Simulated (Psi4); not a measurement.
# SiH2O2 (SMILES O[Si]O) at MN15/aug-cc-pVDZ (sweep point 7)

What is the vertical electron affinity of SiH2O2 at MN15/aug-cc-pVDZ (sweep point 7)? 

The calculation is run with Psi4 1.11.

4 further runs of the same task are left out: 4 set aside as unsound or not needed.

## 1. The system as given

SiH2O2 has 5 atoms, charge 0, and is taken as a singlet. SMILES: `O[Si]O`. The shape is that of a PBE0-D4/def2-TZVP optimisation. This is one conformer, not always the lowest.

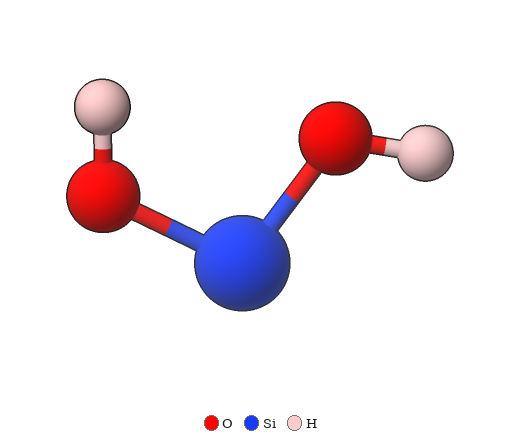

The structure, seen from a chosen angle (oxygen red, silicon blue, hydrogen pink).

## 2. A single-point energy at MN15/aug-cc-pVDZ (sweep point 7)

File job.in:

```
memory 1.6 GB

molecule m {
  0 1
  O     -1.443200    -0.105600    -0.275000
  Si    -0.212000    -0.791300     0.567700
  O      1.036000     0.187500     0.068600
  H     -1.231900     0.648900    -0.836100
  H      1.901100    -0.013100     0.433400
  symmetry c1
}

set {
  basis aug-cc-pVDZ
  reference rks
  puream true
  scf_type pk
  dft_radial_points 150
  dft_spherical_points 974
}

result, w = energy('mn15', return_wfn=True)
print_variables()
```

Run with:

```sh
psi4 job.in job.out -n 1
```

job.out:

```text
[...]
  Running in c1 symmetry.
[...]
  Nuclear repulsion =  103.646253627355790
[...]
  Multiplicity = 1
[...]
  Nalpha       = 16
  Nbeta        = 16
[...]
    Number of basis functions: 91
[...]
   @RKS iter   1:  -440.61976298190871   -3.41529e-01   1.04235e-02 ADIIS/DIIS
[...]
   @RKS iter   8:  -440.95745328127362   -3.66549e-08   5.93421e-07 DIIS
[...]
    Orbital Energies [Eh]
    ---------------------
    Doubly Occupied:
       1A    -65.328356     2A    -18.855709     3A    -18.848898
       4A     -5.191103     5A     -3.721194     6A     -3.717886
       7A     -3.712457     8A     -1.075287     9A     -1.045780
      10A     -0.616916    11A     -0.575265    12A     -0.458304
      13A     -0.430995    14A     -0.421647    15A     -0.386542
      16A     -0.283593
[...]
  @RKS Final Energy:  -440.95745328127362
   => Energetics <=
    Nuclear Repulsion Energy =            103.6462536273557902
    One-Electron Energy =                -815.6908646727392806
    Two-Electron Energy =                 293.1719123139469048
    DFT Exchange-Correlation Energy =     -22.0847545498370188
    Empirical Dispersion Energy =           0.0000000000000000
    VV10 Nonlocal Energy =                  0.0000000000000000
    Total Energy =                       -440.9574532812736152
[...]
 Multipole Moments:
 ------------------------------------------------------------------------------------
     Multipole            Electronic (a.u.)      Nuclear  (a.u.)        Total (a.u.)
 ------------------------------------------------------------------------------------
 L = 1.  Multiply by 2.5417464519 to convert [e a0] to [Debye]
 Dipole X            :         -0.3292910            0.9827718            0.6534808
 Dipole Y            :         -0.9360539            1.2000747            0.2640208
 Dipole Z            :          0.6798024           -0.7406014           -0.0607991
 Magnitude           :                                                    0.7074183
[...]
```

Run time: 47 s. Hardware: 1 thread of Intel Xeon Platinum 8488C (Sapphire Rapids), shared host; peak memory 1 GiB.

## 3. The doublet anion, same level

File calc.dat:

```
memory 1600 MB

molecule geom {
  -1 2
  O     -1.443200    -0.105600    -0.275000
  Si    -0.212000    -0.791300     0.567700
  O      1.036000     0.187500     0.068600
  H     -1.231900     0.648900    -0.836100
  H      1.901100    -0.013100     0.433400
  symmetry c1
}

set {
  reference uks
  puream true
  scf_type pk
  dft_radial_points 150
  dft_spherical_points 974
  maxiter 150
}

e_tot, wfn = energy('mn15/aug-cc-pVDZ', return_wfn=True)
print_variables()
```

Run with:

```sh
psi4 calc.dat calc.out -n 1
```

calc.out:

```text
[...]
  Running in c1 symmetry.
[...]
  Nuclear repulsion =  103.646253627355790
[...]
  Multiplicity = 2
[...]
  Nalpha       = 17
  Nbeta        = 16
[...]
    Number of basis functions: 91
[...]
   @UKS iter   1:  -440.48851212206364   -2.10278e-01   1.12305e-02 ADIIS/DIIS
[...]
   @UKS iter  10:  -440.93890062142833   -2.17409e-07   9.30558e-07 DIIS
[...]
   @S^2 Observed:                7.531483523E-01
[...]
    Orbital Energies [Eh]
    ---------------------
    Alpha Occupied:
       1A    -65.114590     2A    -18.664839     3A    -18.658812
       4A     -4.978005     5A     -3.506227     6A     -3.506058
       7A     -3.501134     8A     -0.888587     9A     -0.860300
      10A     -0.430436    11A     -0.390573    12A     -0.272991
      13A     -0.248255    14A     -0.239038    15A     -0.207221
      16A     -0.091700    17A      0.065210
    Alpha Virtual:
      18A      0.136682    19A      0.148116    20A      0.160815
      21A      0.175826    22A      0.180111    23A      0.215607
      24A      0.249904    25A      0.274145    26A      0.293148
[...]
  @UKS Final Energy:  -440.93890062142833
   => Energetics <=
    Nuclear Repulsion Energy =            103.6462536273557902
    One-Electron Energy =                -821.9237036986060048
    Two-Electron Energy =                 299.5253568665465878
    DFT Exchange-Correlation Energy =     -22.1868074167247400
    Empirical Dispersion Energy =           0.0000000000000000
    VV10 Nonlocal Energy =                  0.0000000000000000
    Total Energy =                       -440.9389006214283313
[...]
 Multipole Moments:
 ------------------------------------------------------------------------------------
     Multipole            Electronic (a.u.)      Nuclear  (a.u.)        Total (a.u.)
 ------------------------------------------------------------------------------------
 L = 1.  Multiply by 2.5417464519 to convert [e a0] to [Debye]
 Dipole X            :         -0.3808428            0.9827718            0.6019290
 Dipole Y            :          0.1843446            1.2000747            1.3844193
 Dipole Z            :         -0.2375702           -0.7406014           -0.9781716
 Magnitude           :                                                    1.7988205
[...]
```

Run time: 79 s. Hardware: 1 thread of Intel Xeon Platinum 8488C (Sapphire Rapids), shared host; peak memory 1.1 GiB.

## 4. Results

Level: MN15/aug-cc-pVDZ (sweep point 7).

| quantity | value |
| --- | --- |
| singlet SiH2O2: total energy | -440.95745 Eh |
| singlet SiH2O2: dipole moment | 1.80 D |
| singlet SiH2O2: HOMO energy | -7.72 eV |
| singlet SiH2O2: LUMO energy | -0.71 eV |
| singlet SiH2O2: HOMO–LUMO gap | 7.01 eV |
| doublet anion: total energy | -440.93890 Eh |
| doublet anion: HOMO energy (highest over α and β) | 1.77 eV |
| doublet anion: LUMO energy (lowest over α and β) | 3.72 eV |
| doublet anion: ⟨S²⟩ | 0.753 |
| vertical electron affinity (to the doublet anion) | -0.505 eV |

In words: The anion lies 0.50 eV (48.7 kJ/mol) above the neutral: the electron isn't bound at this level, and such a value depends on the basis. The HOMO (doublet anion) lies at positive energy, 1.77 eV; only total energies tell whether the electron is bound.
